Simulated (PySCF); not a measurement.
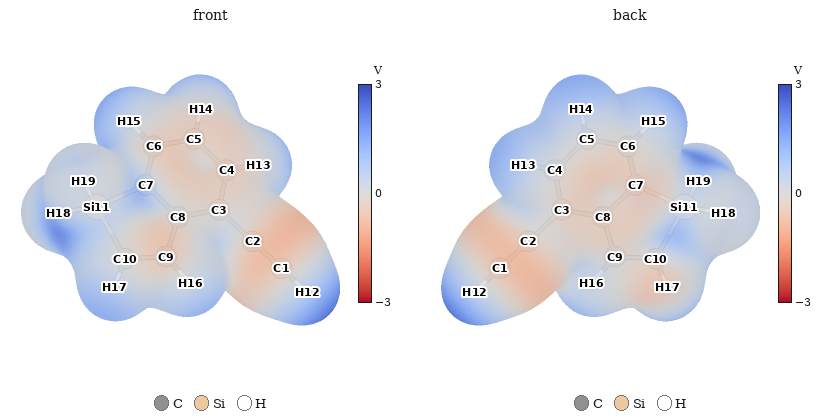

*C$_{10}$H$_{8}$Si (SMILES C#Cc1cccc2c1C=C[SiH2]2). The electrostatic potential painted on the density surface at 0.004 e/bohr³, seen from the front and from behind; the colour scale runs from red (negative) to blue (positive).*

Geometry: PBE0-D3(BJ)/def2-SVP.

These are results of PySCF 2.14.0, PBE0/pcSseg-1, SCF density, gas phase, non-relativistic, not measurements.

```xyz
19

C    -3.1325    1.9518   -0.4255
C    -2.3138    1.0842   -0.2008
C    -1.3544    0.0601    0.0656
C    -1.7805   -1.2122    0.4923
C    -0.8623   -2.2203    0.7556
C     0.5089   -1.9852    0.5995
C     0.9551   -0.7377    0.1794
C     0.0263    0.2936   -0.0905
C     0.6160    1.5701   -0.5305
C     1.9610    1.6349   -0.6340
Si    2.6675   -0.0289   -0.1519
H    -3.8601    2.7173   -0.6220
H    -2.8502   -1.3944    0.6122
H    -1.2158   -3.1999    1.0854
H     1.2201   -2.7886    0.8100
H    -0.0518    2.4084   -0.7548
H     2.4678    2.5471   -0.9553
H     3.4031   -0.7302   -1.2485
H     3.5491   -0.0015    1.0554
```

### Where is the surface potential most negative and most positive?

The most negative region (about −0.9 V, or −21 kcal/mol for a unit charge) lies over C1 and C2, the most positive (about +2.1 V, or +48 kcal/mol for a unit charge) over Si11 and H12.

### What dipole moment does the calculation give?

Its dipole moment is 0.23 D.
